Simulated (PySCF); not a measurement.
Run report: CH₂AlNO, energy and gradient calculation

- system: CH₂AlNO
- method: HF/cc-pVDZ, RHF (PySCF 2.14.0)

The geometry comes from this level: PBE0-D4/def2-TZVP.

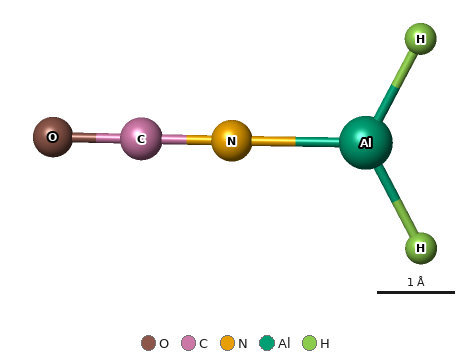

Fig. 1: The structure (ball-and-stick view, seen at a tilt). Sticks mark near contacts. Bond lengths as drawn: Al–H 1.58 Å, Al–N 1.77 Å, C–N 1.20 Å and C–O 1.17 Å.

### Input file (input.py)
```python
from pyscf import gto, scf

system = gto.M(
    atom='mol.xyz',
    max_memory=1860,
    spin=0,
    verbose=3,
    basis='cc-pvdz',
)

mf = scf.RHF(system)
mf.conv_tol = 1e-10
mf.kernel()
if not mf.converged:
    mf = mf.newton().run(mf.mo_coeff, mf.mo_occ)

e_tot = mf.e_tot
print('E = %.10f Eh' % e_tot)
grad = mf.nuc_grad_method().kernel()
mf.analyze()
```

### File mol.xyz
```
6
CH2AlNO
O      1.702300    -2.146700     0.966300
C      1.019700    -1.287700     0.572500
N      0.319600    -0.406900     0.168300
Al    -0.716100     0.900800    -0.422500
H     -1.263800     0.785800    -1.894800
H     -1.019700     2.090500     0.564100
```

Launched with:
```bash
OMP_NUM_THREADS=1 python input.py
```

### Log
```
converged SCF energy = -410.324755843444
E = -410.3247558434 Eh
--------------- RHF gradients ---------------
         x                y                z
0 O     0.0197354274    -0.0248312632     0.0113943864
1 C    -0.0081914218     0.0103104735    -0.0047263607
2 N    -0.0189453791     0.0238601391    -0.0108974641
3 Al     0.0068546776    -0.0086449072     0.0039186505
4 H     0.0002375640    -0.0005357090    -0.0002010767
5 H     0.0003091319    -0.0001587333     0.0005118647
----------------------------------------------
**** MO energy ****
MO #1   energy= -58.5118882589761  occ= 2
MO #2   energy= -20.6036854779093  occ= 2
MO #3   energy= -15.5700878347732  occ= 2
MO #4   energy= -11.4048010611645  occ= 2
MO #5   energy= -4.92597682481237  occ= 2
MO #6   energy= -3.24134821648788  occ= 2
MO #7   energy= -3.23995792267521  occ= 2
MO #8   energy= -3.23792091663509  occ= 2
MO #9   energy= -1.45815110847556  occ= 2
MO #10  energy= -1.2359848366399   occ= 2
MO #11  energy= -0.762581320486878 occ= 2
MO #12  energy= -0.70443282226601  occ= 2
MO #13  energy= -0.638286904493175 occ= 2
MO #14  energy= -0.636141906295544 occ= 2
MO #15  energy= -0.526969159252498 occ= 2
MO #16  energy= -0.469980577751797 occ= 2
MO #17  energy= -0.444714153735808 occ= 2
MO #18  energy= -0.419388513433932 occ= 2
MO #19  energy= 0.0388500311069091 occ= 0
MO #20  energy= 0.122806823782479  occ= 0
MO #21  energy= 0.148023175322827  occ= 0
MO #22  energy= 0.177964959763937  occ= 0
MO #23  energy= 0.231374757058552  occ= 0
MO #24  energy= 0.231814754095681  occ= 0
MO #25  energy= 0.268548625450647  occ= 0
MO #26  energy= 0.33528580629385   occ= 0
MO #27  energy= 0.36322627361192   occ= 0
MO #28  energy= 0.385791667490196  occ= 0
MO #29  energy= 0.397437062184903  occ= 0
MO #30  energy= 0.399483014570879  occ= 0
MO #31  energy= 0.489992511348175  occ= 0
MO #32  energy= 0.505288309702189  occ= 0
MO #33  energy= 0.574750988800803  occ= 0
MO #34  energy= 0.575307722205575  occ= 0
MO #35  energy= 0.673530566905183  occ= 0
MO #36  energy= 0.676264726113275  occ= 0
MO #37  energy= 0.681216325419824  occ= 0
MO #38  energy= 0.87503535129385   occ= 0
MO #39  energy= 0.974738977580074  occ= 0
MO #40  energy= 1.01930641174098   occ= 0
MO #41  energy= 1.06236031568221   occ= 0
MO #42  energy= 1.13228018892343   occ= 0
MO #43  energy= 1.13737898984559   occ= 0
MO #44  energy= 1.28409300977842   occ= 0
MO #45  energy= 1.28567219243048   occ= 0
MO #46  energy= 1.37002849548862   occ= 0
MO #47  energy= 1.38531093172941   occ= 0
MO #48  energy= 1.43468444805611   occ= 0
MO #49  energy= 1.55881480008632   occ= 0
MO #50  energy= 1.60028873690086   occ= 0
MO #51  energy= 1.64288754110671   occ= 0
MO #52  energy= 1.64964857213623   occ= 0
MO #53  energy= 1.71370275242265   occ= 0
MO #54  energy= 1.76793764836139   occ= 0
MO #55  energy= 1.82116852959146   occ= 0
MO #56  energy= 1.83130137797113   occ= 0
MO #57  energy= 2.00430876904416   occ= 0
MO #58  energy= 2.14585993646768   occ= 0
MO #59  energy= 2.17477060864194   occ= 0
MO #60  energy= 2.20398160549592   occ= 0
MO #61  energy= 2.29189893499507   occ= 0
MO #62  energy= 2.5838993085841    occ= 0
MO #63  energy= 2.6034785523699    occ= 0
MO #64  energy= 2.99297782084103   occ= 0
MO #65  energy= 2.99310959785363   occ= 0
MO #66  energy= 3.08881360744647   occ= 0
MO #67  energy= 3.27109475994403   occ= 0
MO #68  energy= 3.69250861227232   occ= 0
MO #69  energy= 3.69765935447524   occ= 0
MO #70  energy= 3.89487596462292   occ= 0
 ** Mulliken atomic charges  **
charge of    0O =     -0.43570
charge of    1C =      0.62534
charge of    2N =     -0.60765
charge of    3Al =      0.77708
charge of    4H =     -0.17952
charge of    5H =     -0.17956
Dipole moment(X, Y, Z, Debye): -1.32494,  1.67109, -0.75894
```

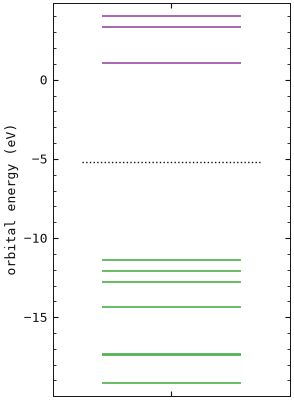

Fig. 2: Orbital energies near the frontier; the dotted line parts filled from empty levels, and levels within 0.02 eV of each other stand side by side. Highest filled −11.41 eV, lowest empty 1.06 eV, 12.47 eV apart.

### Results in brief

| quantity | value |
| --- | --- |
| outcome | converged |
| total energy | −410.324756 hartree |
| basis functions | 70 |
| largest force | 1.733 eV/Å |
| HOMO | −11.41 eV |
| LUMO | 1.06 eV |
| dipole moment | 2.26 D |
| hardware | 1 thread of Intel Xeon @ 2.50GHz (Skylake/Cascade Lake), 189 GiB of memory available, shared host |
| wall time | 13 s |
| peak memory | 0.14 GiB |
